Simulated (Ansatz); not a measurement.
Consider Cl4FHOW···HF.

```xyz
10

W    -0.1276   -0.0529   -0.2475
O    -0.0356    0.2958    1.6471
H    -0.8107    0.2328    2.2414
Cl    2.1548    0.0771   -0.3981
Cl   -0.3378    2.1847   -0.7645
Cl   -2.4274   -0.2727    0.1940
F     0.0799   -1.9022    0.0752
Cl   -0.5532   -0.6101   -2.4462
F     2.1371    1.6280    2.3993
H     1.3486    1.1128    2.3128
```

Core potentials replace the inner electrons of W.

Theory: RKS PBE/def2-SVP (Ansatz 0.2.0).

Q: Predict the electron density and electron localisation function between the atoms.

A: W–O (1.93 Å): the density is about 1 e/Å³ at the midpoint; the ELF peaks at about 0.85 in the valence shell of O, 0.6 Å from its nucleus, and drops to about 0.25 between the two atoms.
W–Cl (2.29 Å): ρ is about 0.69 e/Å³ halfway; the ELF peaks at about 0.80 in the valence shell of Cl, 0.9 Å from its nucleus, and is about 0.35 at the midpoint.
W–Cl (2.35 Å): the density is about 0.62 e/Å³ at the midpoint; the ELF peaks at about 0.85 in the valence shell of Cl, 0.9 Å from its nucleus, and is about 0.40 at the midpoint.

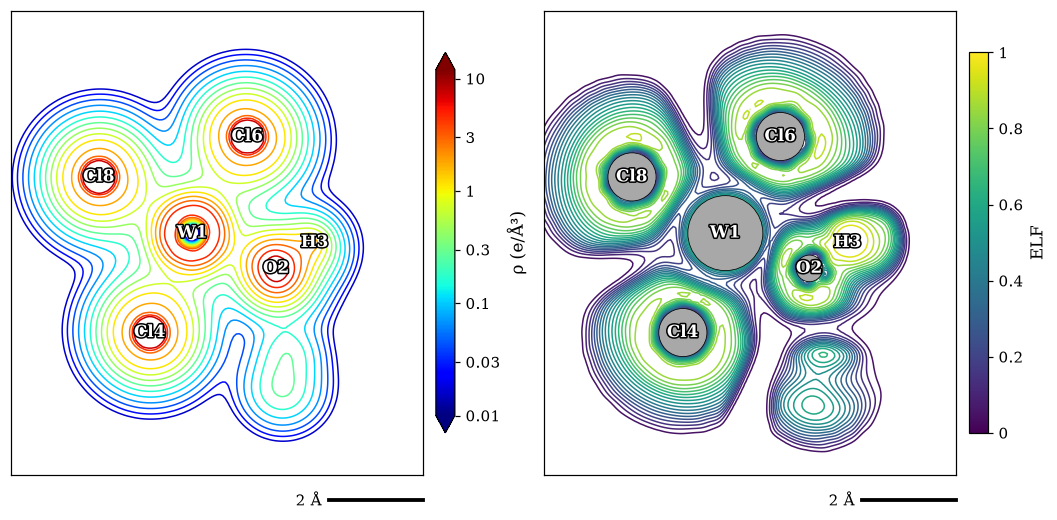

Computed electron density and electron localisation function on the plane of atoms O2, W1 and Cl6, in this order. Grey discs cover the atomic cores in the ELF map. 
